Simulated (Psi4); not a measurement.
# AlF3 (SMILES [F][Al]([F])[F]): HF/3-21G

Aim: the energy change on altering one bond length of AlF3 at HF/3-21G, from 2 runs. 

The results are computed with Psi4 1.11.

### Step 1. The structure to begin with

AlF3: 4 atoms, total charge 0, spin state singlet. SMILES: `[F][Al]([F])[F]`. The shape comes from GFN2-xTB, which is rough for such elements, and wasn't checked as a minimum.

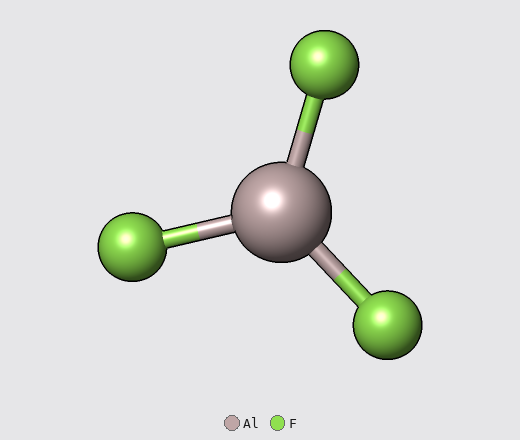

The structure, seen from a chosen angle (aluminium light grey, fluorine green).

### Step 2. Energy and gradient at HF/3-21G

The input, input.json:

```json
{
  "schema_name": "qcschema_input",
  "schema_version": 1,
  "molecule": {
    "schema_name": "qcschema_molecule",
    "schema_version": 2,
    "symbols": ["Al", "F", "F", "F"],
    "geometry": [-0.00037795, -0.00054802, -0.00238105, 3.08184095, -0.05119268, 0.02549241, -1.49579382, 2.69473056, -0.03144504, -1.58566919, -2.64298986, 0.00831479],
    "molecular_charge": 0,
    "molecular_multiplicity": 1,
    "fix_symmetry": "c1"
  },
  "driver": "gradient",
  "model": {
    "method": "scf",
    "basis": "3-21G"
  },
  "keywords": {
    "reference": "rhf",
    "puream": true,
    "e_convergence": 1e-09,
    "d_convergence": 1e-08,
    "scf_type": "pk"
  }
}
```

Launch:

```bash
$ psi4 --qcschema input.json -n 1 --memory 1600MB
```

stdout, shortened:

```text
[...]
  Running in c1 symmetry.
[...]
  Nuclear repulsion =  159.395255317177174
[...]
  Multiplicity = 1
[...]
  Nalpha       = 20
  Nbeta        = 20
[...]
    Number of basis functions: 40
[...]
   @RHF iter   1:  -537.41503512028316   -1.38668e+00   1.42728e-02 ADIIS/DIIS
[...]
   @RHF iter  10:  -537.52323400849491   -9.09495e-13   1.87426e-09 DIIS
[...]
    Orbital Energies [Eh]
    ---------------------
    Doubly Occupied:
       1A    -58.157269     2A    -26.126678     3A    -26.126525
       4A    -26.126493     5A     -4.963607     6A     -3.270453
       7A     -3.269391     8A     -3.269376     9A     -1.553094
      10A     -1.538406    11A     -1.538233    12A     -0.696979
      13A     -0.650684    14A     -0.650663    15A     -0.642516
      16A     -0.613875    17A     -0.613874    18A     -0.608460
      19A     -0.608320    20A     -0.600417
[...]
  @RHF Final Energy:  -537.52323400849491
   => Energetics <=
    Nuclear Repulsion Energy =            159.3952553171771740
    One-Electron Energy =               -1070.5863542237748334
    Two-Electron Energy =                 373.6678648981026640
    Total Energy =                       -537.5232340084949101
[...]
 Multipole Moments:
 ------------------------------------------------------------------------------------
     Multipole            Electronic (a.u.)      Nuclear  (a.u.)        Total (a.u.)
 ------------------------------------------------------------------------------------
 L = 1.  Multiply by 2.5417464519 to convert [e a0] to [Debye]
 Dipole X            :         -0.0008777           -0.0000746           -0.0009523
 Dipole Y            :         -0.0013178           -0.0001082           -0.0014260
 Dipole Z            :         -0.0059116           -0.0004692           -0.0063808
 Magnitude           :                                                    0.0066072
[...]
  -Total Gradient:
     Atom            X                  Y                   Z
    ------   -----------------  -----------------  -----------------
       1       -0.000322972043    -0.000354671668    -0.000198525936
       2        0.003001308190    -0.000019885037     0.000090250253
       3       -0.001377397243     0.002539709897     0.000036187056
       4       -0.001300938903    -0.002165153194     0.000072088628
[...]
```

The result, in JSON:

```text
{
 "driver": "gradient",
 "model": {
  "method": "scf",
  "basis": "3-21G"
 },
 "success": true,
 "return_result": [-0.00032297204344478893, -0.0003546716679787938, -0.00019852593631124773, 0.0030013081900799737, -1.9885036836773517e-05, 9.025025277256899e-05, -0.0013773972430059025, 0.0025397098966680187, 3.6187055920598905e-05, -0.0013009389027494184, -0.002165153193979863, 7.208862760992176e-05],
 "properties": {
  "calcinfo_nbasis": 40,
  "calcinfo_nmo": 40,
  "calcinfo_nalpha": 20,
  "calcinfo_nbeta": 20,
  "calcinfo_natom": 4,
  "nuclear_repulsion_energy": 159.39525531717717,
  "return_energy": -537.5232340084949,
  "return_gradient": [-0.00032297204344478893, -0.0003546716679787938, -0.00019852593631124773, 0.0030013081900799737, -1.9885036836773517e-05, 9.025025277256899e-05, -0.0013773972430059025, 0.0025397098966680187, 3.6187055920598905e-05, -0.0013009389027494184, -0.002165153193979863, 7.208862760992176e-05],
  "scf_one_electron_energy": -1070.5863542237748,
  "scf_two_electron_energy": 373.66786489810266,
  "scf_dipole_moment": [-0.0009523103358177742, -0.0014259999528869471, -0.006380787192219593],
  "scf_total_energy": -537.5232340084949,
  "scf_total_gradient": [-0.00032297204344478893, -0.0003546716679787938, -0.00019852593631124773, 0.0030013081900799737, -1.9885036836773517e-05, 9.025025277256899e-05, -0.0013773972430059025, 0.0025397098966680187, 3.6187055920598905e-05, -0.0013009389027494184, -0.002165153193979863, 7.208862760992176e-05],
  "scf_iterations": 10
 }
}
```

It took 1.8 s on 1 thread of Intel Xeon Platinum 8375C at 2.90GHz (Ice Lake), shared host; peak memory 0.18 GiB.

### Step 3. The distorted shape: a single-point energy at HF/3-21G

The input, input.in:

```
memory 1600 mb

molecule geom {
  0 1
  Al     0.125650     0.209483    -0.002109
  F      1.756690     0.182683     0.012641
  F     -0.665690     1.635763    -0.017489
  F     -0.839100    -1.398610     0.004400
  symmetry c1
}

set basis 3-21G
set puream true
set e_convergence 1e-09
set d_convergence 1e-08
set scf_type pk

energy_value, wavefunction = energy('hf', return_wfn=True)
oeprop(wavefunction, 'MULLIKEN_CHARGES', 'LOWDIN_CHARGES', 'MAYER_INDICES')
print_variables()
```

Launch:

```bash
$ psi4 -i input.in -o input.out -n 1
```

input.out, shortened:

```text
[...]
  Running in c1 symmetry.
[...]
  Nuclear repulsion =  152.302687555813606
[...]
  Multiplicity = 1
[...]
  Nalpha       = 20
  Nbeta        = 20
[...]
    Number of basis functions: 40
[...]
   @RHF iter   1:  -537.37010418360410   -1.47198e+00   1.46607e-02 DIIS/ADIIS
[...]
   @RHF iter  11:  -537.49313848351051   -7.95808e-13   2.68430e-09 DIIS
[...]
    Orbital Energies [Eh]
    ---------------------
    Doubly Occupied:
       1A    -58.186334     2A    -26.136677     3A    -26.136619
       4A    -26.087311     5A     -4.984345     6A     -3.292169
       7A     -3.291255     8A     -3.288163     9A     -1.557816
      10A     -1.547671    11A     -1.473612    12A     -0.694385
      13A     -0.649345    14A     -0.643518    15A     -0.642191
      16A     -0.616870    17A     -0.616308    18A     -0.573635
      19A     -0.564751    20A     -0.564697
[...]
  @RHF Final Energy:  -537.49313848351051
   => Energetics <=
    Nuclear Repulsion Energy =            152.3026875558136055
    One-Electron Energy =               -1056.4963067858900558
    Two-Electron Energy =                 366.7004807465659155
    Total Energy =                       -537.4931384835106201
[...]
 Multipole Moments:
 ------------------------------------------------------------------------------------
     Multipole            Electronic (a.u.)      Nuclear  (a.u.)        Total (a.u.)
 ------------------------------------------------------------------------------------
 L = 1.  Multiply by 2.5417464519 to convert [e a0] to [Debye]
 Dipole X            :          0.1230997            0.0116651            0.1347648
 Dipole Y            :          0.2053267            0.0194602            0.2247869
 Dipole Z            :         -0.0066333           -0.0005484           -0.0071818
 Magnitude           :                                                    0.2621875
[...]
  Mulliken Charges: (a.u.)
   Center  Symbol    Alpha    Beta     Spin     Total
       1    AL     5.67039  5.67039  0.00000  1.65922
       2     F     4.78067  4.78067  0.00000 -0.56135
       3     F     4.78069  4.78069  0.00000 -0.56138
       4     F     4.76825  4.76825  0.00000 -0.53649
   Total alpha = 20.00000, Total beta = 20.00000, Total charge = -0.00000
  Lowdin Charges: (a.u.)
   Center  Symbol    Alpha    Beta     Spin     Total
       1    AL     5.87706  5.87706  0.00000  1.24587
       2     F     4.70291  4.70291  0.00000 -0.40583
[...]
```

It took 1.5 s on 1 thread of Intel Xeon Platinum 8375C at 2.90GHz (Ice Lake), shared host; peak memory 0.18 GiB.

### Step 4. What came out

At HF/3-21G:

| quantity | value |
| --- | --- |
| first shape: total energy | -537.52323 Eh |
| first shape: dipole moment | 0.02 D |
| first shape: HOMO energy | -16.34 eV |
| first shape: LUMO energy | 2.16 eV |
| first shape: HOMO–LUMO gap | 18.49 eV |
| first shape: largest force on an atom | 0.154 eV/Å |
| distorted shape: total energy | -537.49314 Eh |
| distorted shape: dipole moment | 0.67 D |
| distorted shape: HOMO energy | -15.37 eV |
| distorted shape: LUMO energy | 1.70 eV |
| distorted shape: HOMO–LUMO gap | 17.06 eV |
| energy change with the Al1–F4 bond stretched from 1.631 to 1.875 Å | 0.819 eV |

With the Al1–F4 bond stretched from 1.631 to 1.875 Å the energy rises by 0.82 eV (18.9 kcal/mol). The first shape isn't relaxed at this level, so the change isn't measured from a minimum.
